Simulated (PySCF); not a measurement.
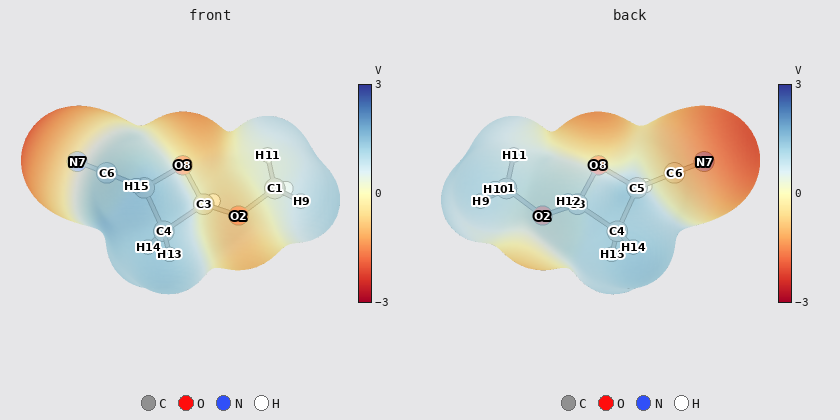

The picture shows: C₅H₇NO₂ (SMILES CO[C@H]1C[C@H](C#N)O1). The electrostatic potential painted on the density surface at 0.002 e/bohr³, seen from the front and from behind; the colour scale runs from red (negative) to blue (positive).

Geometry: PBE0-D3(BJ)/def2-SVP.

Level of theory: PySCF 2.14.0, PBE0/pcSseg-1, SCF density, in a chloroform solvent model, non-relativistic.

```xyz
15

C    -2.5057    0.2342    0.0859
O    -1.3992   -0.6333    0.0486
C    -0.2633   -0.1063    0.5964
C     0.9468   -1.0149    0.4117
C     1.5015    0.1479   -0.4324
C     2.7173    0.7849    0.0801
N     3.6792    1.2752    0.4958
O     0.3347    0.9259   -0.2024
H    -3.3580   -0.3007   -0.3508
H    -2.7564    0.5211    1.1242
H    -2.3167    1.1503   -0.4980
H    -0.4588    0.2810    1.6168
H     0.7092   -1.9193   -0.1609
H     1.5132   -1.2620    1.3170
H     1.6519   -0.0760   -1.5031
```

Which sites attract a positive test charge, and which a negative one?

Answer. A positive charge is drawn to the negative regions and a negative charge to the positive ones. The most negative region (about −2.0 V, or −46 kcal/mol for a unit charge) lies over N7, the most positive (about +1.5 V, or +35 kcal/mol for a unit charge) over C5 and H15. N7 is the likeliest acceptor of a hydrogen bond.

What dipole moment does the calculation give?

Answer. Its dipole moment is 4.58 D.
